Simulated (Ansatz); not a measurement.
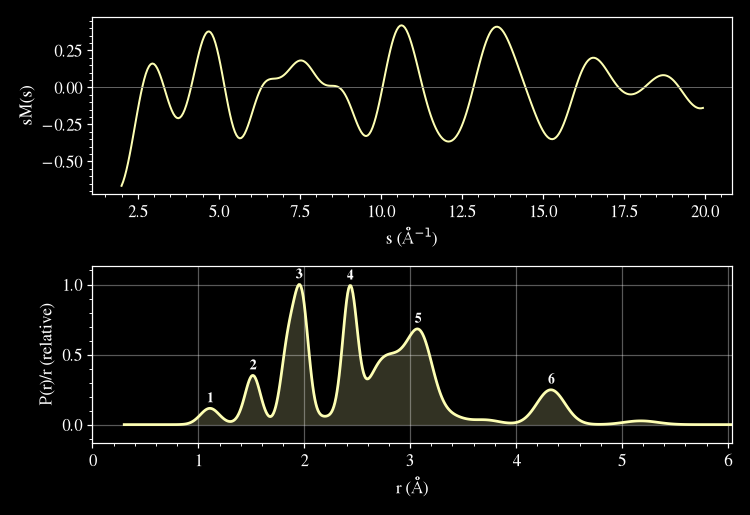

Simulated gas electron diffraction: reduced molecular intensity sM(s) from the Debye equation in the first Born approximation (top) and the radial distribution curve (bottom) of C₂H₅AlCl₂. Each pair of atoms contributes with weight ZᵢZⱼ/r; damping constant 0.001 Å²; vibrational amplitudes assumed, not computed: 0.05 Å for bonds, 0.078 Å for bonds to H, 0.06 + 0.015 r up to 0.15 Å for other pairs. The geometry is the end point of an optimisation (Ansatz, RKS PBE/STO-3G); it may be a saddle point or a higher isomer. SMILES: [AlH2][CH2]C(Cl)Cl.

Q: Which pairs of atoms lie under the numbered peaks? Mark bonded pairs by – and others by ···.

A: Peak 1, 1.11 Å: C–H 1.10–1.12 Å (×3)
Peak 2, 1.51 Å: Al–H 1.51 Å (×2), C–C 1.52 Å
Peak 3, 1.95 Å: Cl–C 1.85–1.97 Å (×2), Al–C 1.97 Å, not resolved
Peak 4, 2.43 Å: Cl···H 2.42–2.45 Å (×2), Cl–Al 2.43 Å
Peak 5, 3.07 Å: Cl···H 2.90–3.30 Å (×4), Cl···C 2.90 Å, Cl···Cl 3.09 Å, not resolved; in its flanks Al···C 2.67 Å, Cl···C 2.77 Å
Peak 6, 4.33 Å: Cl···Al 4.33 Å
